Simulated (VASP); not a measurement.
Band structure of CdSe (zinc blende). These are LDA (Ceperley-Alder, Perdew-Zunger) with spin-orbit coupling, VASP's LDA PAW potentials (set 64) (plane waves; VASP) values and carry that method's errors.

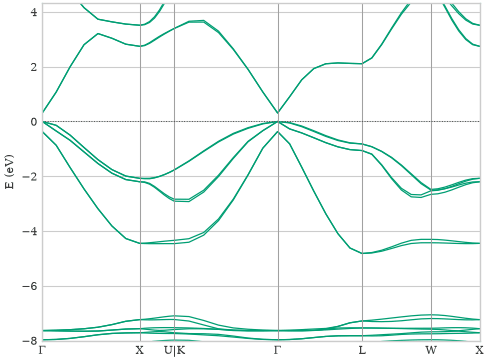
*Bands along high-symmetry lines, zero at the valence-band maximum or, without a gap, the Fermi level*

Question: Read the plot: is there a gap, and where are the band edges?

Answer: The gap is direct, 0.31 eV, from the valence maximum at Γ to the conduction minimum at Γ.

The compound is CdSe in the zinc blende structure, whereas wurtzite is the usual form. It was relaxed first.
